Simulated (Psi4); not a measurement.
# DSD-PBEP86/def2-SVPD (density fitting for correlation) run of BH2ClO (SMILES OBCl)

Aim: the energy change on altering one bond length of BH2ClO at DSD-PBEP86/def2-SVPD (density fitting for correlation), from 2 runs. 

Program for the calculation: Psi4 1.11.

1 further run of the same task is left out (set aside as unsound or not needed).

## Step 1: The structure to begin with

BH2ClO has 5 atoms, charge 0, and is taken as a singlet. As SMILES, `OBCl`. Geometry: relaxed at PBE0-D4/def2-TZVP. This is one conformer, not always the lowest.

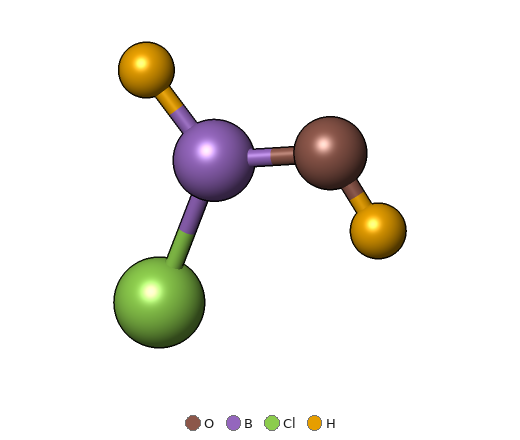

The structure, seen from a chosen angle (oxygen brown, boron purple, chlorine green, hydrogen amber).

## Step 2: The energy at DSD-PBEP86/def2-SVPD (density fitting for correlation)

Input file bclh2o.py:

```python
import psi4

psi4.set_memory(1600000000)
psi4.set_num_threads(1)
psi4.core.set_output_file('run.log', False)

molecule = psi4.geometry("""
0 1
O     -0.863300    -0.618600    -0.002900
B      0.379000    -0.137200     0.137900
Cl     0.788600     1.496000    -0.395300
H     -1.477700     0.001200    -0.409700
H      1.223300    -0.815100     0.628600
symmetry c1
no_reorient
no_com
""")

psi4.set_options({
    'basis': 'def2-SVPD',
    'reference': 'rks',
    'puream': True,
    'e_convergence': 1e-09,
    'd_convergence': 1e-08,
    'scf_type': 'pk',
    'dft_radial_points': 99,
    'dft_spherical_points': 590,
    'num_frozen_docc': 7,
})

energy_value = psi4.energy("dsd-pbep86")
print(f'total energy {energy_value:.8f} hartree = {energy_value * 27.211386:.5f} eV')
```

Command:

```console
$ python bclh2o.py
```

run.log:

```text
[...]
  Running in c1 symmetry.
[...]
  Nuclear repulsion =   84.721670096920306
[...]
  Multiplicity = 1
[...]
  Nalpha       = 16
  Nbeta        = 16
[...]
    Number of basis functions: 86
[...]
   @RKS iter   1:  -560.51821445991322   -4.55541e-01   5.37354e-03 ADIIS/DIIS
[...]
   @RKS iter  11:  -560.60256638331998   -1.25056e-12   3.35979e-09 DIIS
[...]
    Orbital Energies [Eh]
    ---------------------
    Doubly Occupied:
       1A   -103.658253     2A    -20.110232     3A    -10.193115
       4A     -7.764628     5A     -7.761563     6A     -7.760813
       7A     -7.392093     8A     -1.276863     9A     -1.025519
      10A     -0.732410    11A     -0.602523    12A     -0.569076
      13A     -0.525261    14A     -0.467493    15A     -0.436368
      16A     -0.421459
[...]
  @RKS Final Energy:  -560.60256638331998
   => Energetics <=
    Nuclear Repulsion Energy =             84.7216700969203060
    One-Electron Energy =                -940.8530136112271975
    Two-Electron Energy =                 307.3490413784142561
    DFT Exchange-Correlation Energy =     -11.8202642474273816
    Empirical Dispersion Energy =           0.0000000000000000
    VV10 Nonlocal Energy =                  0.0000000000000000
    Total Energy =                       -560.6025663833200952
[...]
 Multipole Moments:
 ------------------------------------------------------------------------------------
     Multipole            Electronic (a.u.)      Nuclear  (a.u.)        Total (a.u.)
 ------------------------------------------------------------------------------------
 L = 1.  Multiply by 2.5417464519 to convert [e a0] to [Debye]
 Dipole X            :        -15.7497621           15.3831266           -0.3666355
 Dipole Y            :        -35.8232745           35.8732380            0.0499634
 Dipole Z            :         10.9093852          -11.0263630           -0.1169778
 Magnitude           :                                                    0.3880744
[...]
```

On the terminal:

```text
total energy -560.82847301 hartree = -15260.92006 eV
```

Run time: 9 s. Hardware: 1 thread of Intel Xeon 6975P-C (Granite Rapids), shared host; peak memory 0.97 GiB.

## Step 3: The distorted shape at the same level

Input file input.in:

```
memory 1.6 GB

molecule {
  0 1
  O
  B 1 1.339731
  Cl 2 1.766187 1 121.03681
  H 1 0.962874 2 113.87792 3 -0.00429
  H 2 1.783199 1 119.80521 4 -179.99981
  symmetry c1
}

set basis def2-SVPD
set reference rks
set puream true
set e_convergence 1e-09
set d_convergence 1e-08
set scf_type pk
set dft_radial_points 99
set dft_spherical_points 590
set num_frozen_docc 7

energy_value, wavefunction = energy('dsd-pbep86', return_wfn=True)
```

Command:

```console
$ psi4 -n 1 input.in input.out
```

input.out:

```text
[...]
  Running in c1 symmetry.
[...]
  Nuclear repulsion =   83.011278996544846
[...]
  Multiplicity = 1
[...]
  Nalpha       = 16
  Nbeta        = 16
[...]
    Number of basis functions: 86
[...]
   @RKS iter   1:  -560.44275294679869   -5.17703e-01   5.45071e-03 ADIIS/DIIS
[...]
   @RKS iter  11:  -560.52842916245243   -2.95586e-12   4.45356e-09 DIIS
[...]
    Orbital Energies [Eh]
    ---------------------
    Doubly Occupied:
       1A   -103.673241     2A    -20.125326     3A    -10.207638
       4A     -7.779309     5A     -7.775919     6A     -7.775223
       7A     -7.445380     8A     -1.291913     9A     -1.038155
      10A     -0.739593    11A     -0.615180    12A     -0.547055
      13A     -0.538968    14A     -0.450475    15A     -0.447716
      16A     -0.378984
[...]
  @RKS Final Energy:  -560.52842916245243
   => Energetics <=
    Nuclear Repulsion Energy =             83.0112789965448457
    One-Electron Energy =                -937.0457300912146366
    Two-Electron Energy =                 305.2881929256203080
    DFT Exchange-Correlation Energy =     -11.7821709934029748
    Empirical Dispersion Energy =           0.0000000000000000
    VV10 Nonlocal Energy =                  0.0000000000000000
    Total Energy =                       -560.5284291624524258
[...]
 Multipole Moments:
 ------------------------------------------------------------------------------------
     Multipole            Electronic (a.u.)      Nuclear  (a.u.)        Total (a.u.)
 ------------------------------------------------------------------------------------
 L = 1.  Multiply by 2.5417464519 to convert [e a0] to [Debye]
 Dipole X            :          0.0001245           -0.0000516            0.0000729
 Dipole Y            :         -2.5633046            2.0192129           -0.5440917
 Dipole Z            :          1.1664257           -1.6320727           -0.4656471
 Magnitude           :                                                    0.7161445
[...]
```

It took 8.4 s on 1 thread of Intel Xeon 6975P-C (Granite Rapids), shared host; peak memory 0.96 GiB.

## Step 4: Outcome

Level: DSD-PBEP86/def2-SVPD (density fitting for correlation), 7 core orbitals frozen.

| quantity | value |
| --- | --- |
| first shape: total energy | -560.82847 Eh |
| first shape: HOMO energy (SCF part's orbitals) | -11.47 eV |
| first shape: LUMO energy (SCF part's orbitals) | 1.23 eV |
| first shape: HOMO–LUMO gap (SCF part's orbitals) | 12.70 eV |
| distorted shape: total energy | -560.75811 Eh |
| distorted shape: HOMO energy (SCF part's orbitals) | -10.31 eV |
| distorted shape: LUMO energy (SCF part's orbitals) | 1.12 eV |
| distorted shape: HOMO–LUMO gap (SCF part's orbitals) | 11.44 eV |
| energy change with the B2–H5 bond stretched from 1.189 to 1.783 Å | 1.915 eV |

**Reading.** With the B2–H5 bond stretched from 1.189 to 1.783 Å the energy rises by 1.91 eV (44 kcal/mol). The first shape isn't relaxed at this level, so the change isn't measured from a minimum.
